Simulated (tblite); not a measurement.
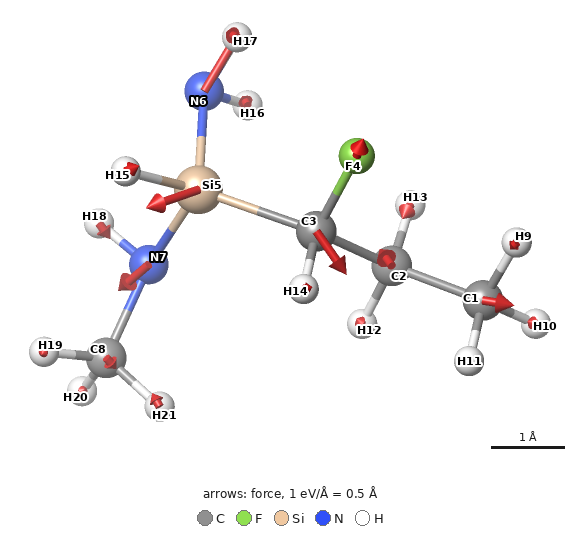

Starting geometry of C₄H₁₃FN₂Si with the computed forces as red arrows. Style: ball-and-stick. Shown at a tilt.

Computed with GFN2-xTB geometry optimisation, gas phase in tblite. 

Question: What follows when this structure is relaxed?

Answer: It isn't relaxed: the largest force vector, on N6, is 1.97 eV/Å. The final displacements have little in common with the starting forces (cosine between the two patterns 0.17). The atom that moves furthest after the best rigid fit is H20 (0.70 Å). Largest moves by element: H 0.70 Å, C 0.30 Å, F 0.19 Å, N 0.19 Å, Si 0.17 Å. Near-neighbour distances that change, for instance: C3–Si5 1.861 → 1.930 Å, Si5–N6 1.685 → 1.723 Å, Si5–N7 1.696 → 1.721 Å, C3–F4 1.375 → 1.400 Å. Bond angles that change, for instance: N7–Si5–H15 108.2° → 119.5°, Si5–N7–H18 105.1° → 115.2°, Si5–N6–H16 109.2° → 118.2°. After 107 geometry steps the energy has fallen by 9.90 kcal/mol. Cost: 1.5 s on 1 thread of Arm Neoverse N1 (shared host).
